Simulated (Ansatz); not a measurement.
# Bands, cutoff and cost in G0W0 for NaCl (Halite), part 2 of 2

Wanted: a G0W0 gap for NaCl (Halite) that is converged in bands and cutoff, or an estimate of the limit.

Ansatz 0.2.0; G0W0 on PBE, plane waves, PAW. Known limits of the many-body steps: not at the basis limit; coarse k mesh.

So far. Step 4 (288 empty bands, screening to 200 eV): Against the run with 6×6×6 mesh, 133 empty bands, screening to 120 eV, the gap moves by +0.13 eV. Step 5 (Changing the k mesh: 4×4×4 mesh, 133 empty bands …): Against the run with 6×6×6 mesh, 133 empty bands, screening to 120 eV, the gap moves by +0.012 eV.

## Step 6: Changing the frequency model: 6×6×6 mesh, 133 empty bands, screening to 120 eV, plasmon pole

A plasmon pole stands in for the full frequency dependence of the screening; this run shows what that costs in accuracy.

Input file input.yaml:

```yaml
crystal:
  lattice:
    - [0.0, 2.82005, 2.82005]
    - [2.82005, 0.0, 2.82005]
    - [2.82005, 2.82005, 0.0]
  atoms:
    - { symbol: Na, position: [0.0, 0.0, 0.0] }
    - { symbol: Cl, position: [0.5, 0.5, 0.5] }
kpoints:
  mp_grid: { grid: [6, 6, 6] }
hamiltonian:
  xc: pbe
scf:
  occupations: { method: fixed }
gw:
  n_empty_bands: 133
  ecut_chi: 120
  qp_bands: [v2, c2]
  qp_kpoints: band_edges
  screening: { model: godby_needs }
```

Run with:

```sh
ansatz run input.yaml --threads 3 --pin off --max-ram 92160MiB --backend cuda --events-out ev --progress --plain --runs-dir out --devices 1 --max-vram 13GiB
```

Numbers of over 12 decimals in the logs are rounded to 6 here.

The program printed:

```text
GPUs: using 1 of 1 available (devices: 1).
[...]
GPU FFT provider: cuFFT
GPU libraries: cuBLAS 13.8.2, cuFFT 12.4.0, cuSOLVER 12.3.4
Crystal: 2 atoms, lattice volume = 44.854 Å³
Basis set: ecut = 420 eV, 893 PW (Γ)
Bands: 12, of which v1, the nominal top of the filled ones, is band 8 counted from 1 (7 counted from 0)
Symmetry: 48 space group operations
[...]
k-points: 16 of 216
[...]
1    10     11.3796    -3.7310    -3.4443    -8.2883  0.8583    12.5006    12.4926  root
[...]
13     7      0.3627   -20.2042     2.5851   -15.5885  0.8118    -1.6952    -1.6679  root
    13     8      0.6826   -20.5805     2.5350   -16.0803  0.8117    -1.3083    -1.2826  root
    13     9      9.4595    -5.8757    -3.4251   -10.4636  0.8541    10.6302    10.6223  root
    13    10     10.2616    -4.0074    -3.3049    -8.3231  0.8592    11.2785    11.2723  root
[key lines of the parts left out:]
SCF converged after 8 iterations
Free energy (F): -2569.551913 eV
Fermi energy:    1.104588 eV
```

Wall time 21 s (1 × NVIDIA H100 80GB HBM3 (shared by 6 runs) with 3 threads of AMD EPYC 7R13 (Zen 3), shared host); peak memory 1.3 GiB.

Numbers from this step:

```
bands summed                                 : 141
plasmon-pole fit frequency                   : 22.18 eV
RPA ε∞ on this mesh (eigenvalues)            : 2.338, 2.338, 2.338
plane waves in the screening matrix          : 137
G0W0 gap on the mesh                         : 7.816 eV
k of the valence top                         : 0, 0, 0
k of the conduction bottom                   : 0, 0, 0
starting gap on the mesh                     : 5.107 eV
least direct G0W0 gap on the computed points : 7.816 eV
```

Against the run with 6×6×6 mesh, 133 empty bands, screening to 120 eV, the gap moves by +0.005 eV.

## Step 7: Changing the files: 6×6×6 mesh, 133 empty bands, screening to 120 eV, hard PAW files

Other atomic data (hard PAW) test the pseudisation: the cutoff goes from 420 to 700 eV, with the same valence electrons.

Edit input.yaml of step 6 so:

```diff
@@ -12,2 +12,3 @@
   xc: pbe
+  pseudopotentials: { kind: paw, source: ansatz }
 scf:
@@ -19,2 +20,2 @@
   qp_kpoints: band_edges
-  screening: { model: godby_needs }
+  screening: { model: contour_deformation }
```

The program printed:

```text
GPUs: using 1 of 1 available (devices: 1).
[...]
GPU FFT provider: cuFFT
GPU libraries: cuBLAS 13.8.2, cuFFT 12.4.0, cuSOLVER 12.3.4
Crystal: 2 atoms, lattice volume = 44.854 Å³
Basis set: ecut = 700 eV, 1917 PW (Γ)
Bands: 12, of which v1, the nominal top of the filled ones, is band 8 counted from 1 (7 counted from 0)
Symmetry: 48 space group operations
[...]
k-points: 16 of 216
[...]
1    10     11.2602    -3.7323    -3.4973    -8.2880  0.8456    12.3300    12.3186  root
[...]
13     7      0.2411   -20.2052     2.6082   -15.5898  0.7968    -1.8188    -1.7661  root
    13     8      0.5607   -20.5786     2.5446   -16.0784  0.7978    -1.4423    -1.3948  root
    13     9      9.3399    -5.8723    -3.4762   -10.4601  0.8444    10.4629    10.4514  root
    13    10     10.1417    -4.0069    -3.3447    -8.3215  0.8486    11.1203    11.1117  root
[key lines of the parts left out:]
SCF converged after 7 iterations
Free energy (F): -2569.420609 eV
Fermi energy:    0.982760 eV
```

The job ended after 23 s (1 × NVIDIA H100 80GB HBM3 (shared by 6 runs) with 3 threads; peak memory 1.2 GiB).

Numbers from this step:

- bands summed: 141
- RPA ε∞ on this mesh (eigenvalues): 2.341, 2.341, 2.341
- plane waves in the screening matrix: 137
- G0W0 gap on the mesh: 7.801 eV
- k of the valence top: 0, 0, 0
- k of the conduction bottom: 0, 0, 0
- starting gap on the mesh: 5.109 eV
- least direct G0W0 gap on the computed points: 7.801 eV

Against the run with 6×6×6 mesh, 133 empty bands, screening to 120 eV, the gap moves by −0.011 eV.

## Step 8: Side by side

Times are wall times on 1 × NVIDIA H100 80GB HBM3 (shared by 6 runs) with 3 threads of AMD EPYC 7R13 (Zen 3), shared host, good to a factor of about two.

| mesh | files | frequency | bands summed | cutoff (eV) | start (eV) | G0W0 (eV) | time | host memory (GiB) |
| --- | --- | --- | --- | --- | --- | --- | --- | --- |
| 6×6×6 | default PAW | contour deformation | 55 | 60 | 5.107 | 7.601 | 13 s | 0.99 |
| 6×6×6 | default PAW | contour deformation | 141 | 120 | 5.107 | 7.812 | 16 s | 1.1 |
| 6×6×6 | default PAW | contour deformation | 296 | 200 | 5.107 | 7.946 | 18 s | 1.4 |
| 4×4×4 | default PAW | contour deformation | 141 | 120 | 5.106 | 7.824 | 13 s | 1.0 |
| 6×6×6 | default PAW | plasmon pole | 141 | 120 | 5.107 | 7.816 | 21 s | 1.3 |
| 6×6×6 | hard PAW | contour deformation | 141 | 120 | 5.109 | 7.801 | 23 s | 1.2 |

The parts of the quasiparticle energy at the two band edges (eV; QP = start + Σx + Σc − Vxc):

| run | edge | start | Σx | Σc | Vxc | Z | QP |
| --- | --- | --- | --- | --- | --- | --- | --- |
| 55 bands | valence top | 1.10 | -21.12 | 2.76 | -16.79 | 0.81 | -0.47 |
| 55 bands | conduction bottom | 6.21 | -5.25 | -3.04 | -9.22 | 0.86 | 7.14 |
| 141 bands | valence top | 1.10 | -21.12 | 2.46 | -16.79 | 0.80 | -0.77 |
| 141 bands | conduction bottom | 6.21 | -5.25 | -3.13 | -9.22 | 0.86 | 7.04 |
| 296 bands | valence top | 1.10 | -21.12 | 2.25 | -16.79 | 0.80 | -0.98 |
| 296 bands | conduction bottom | 6.21 | -5.25 | -3.21 | -9.22 | 0.86 | 6.97 |

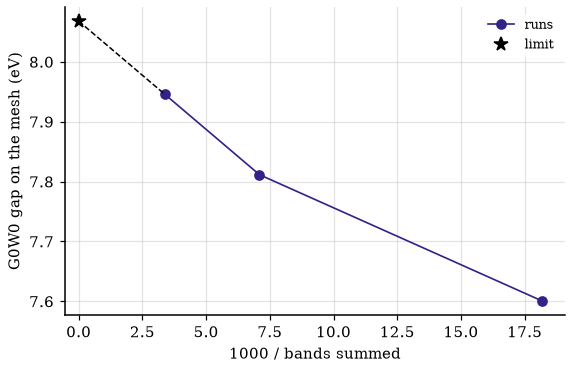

The gap against one over the number of bands; the dashed line carries the two highest rungs to the limit.

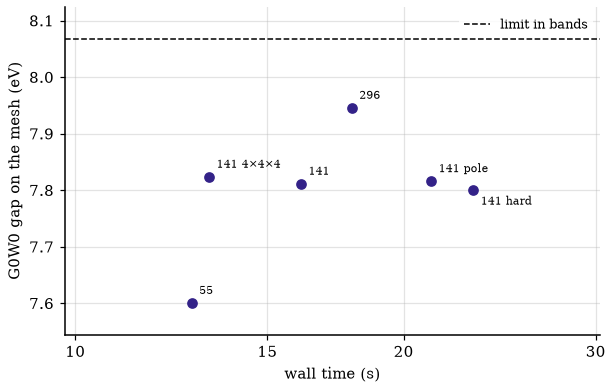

Result against wall time.

## Step 9: Outcome

- 55 bands, 60 eV: 7.601 eV
- 141 bands, 120 eV: 7.812 eV
- 296 bands, 200 eV: 7.946 eV
- estimated limit in bands and cutoff: 8.07 eV
- mesh and start: 6×6×6, PBE

In words: A line in one over the bands through the two highest rungs gives 8.07 eV, +0.12 eV from the top rung; the pair below gives 7.95 eV, so the estimate is still climbing. The rungs stand 0.47 eV (55 bands), 0.26 eV (141 bands) and 0.12 eV (296 bands) from it. From 55 to 296 bands the gap moves by +0.35 eV. Σc changes by −0.51 eV at the valence top and −0.17 eV at the conduction bottom, so the valence edge carries most of the change. On the 4×4×4 mesh in place of 6×6×6 the gap differs by +0.01 eV, of which −0.001 eV is already in the start. The plasmon-pole model gives +0.005 eV against contour deformation, 0 % of the correction, and saved no time in this program. Hard PAW files move the gap by −0.01 eV at equal bands and cutoff, +0.001 eV of it in the start.

[Paths, hosts, dates, memory and timing lines, banners, echoed tables and standing remarks are left out of the program output.]

[Logs are printed without paths, hosts, clocks, repeated set-up lines and the standing remarks that a program may print on its own settings, such as how far it seeks lower states.]

[Runs of the session that timed out or met a known fault of the program may be left out.]

[Cells called generated may have been cut or substituted from an entry of the Crystallography Open Database or the Materials Project.]

[Hosts, paths, dates, database ids (printed as entryN), source tags and the programs' standing remarks are cut or masked in the printed files.]
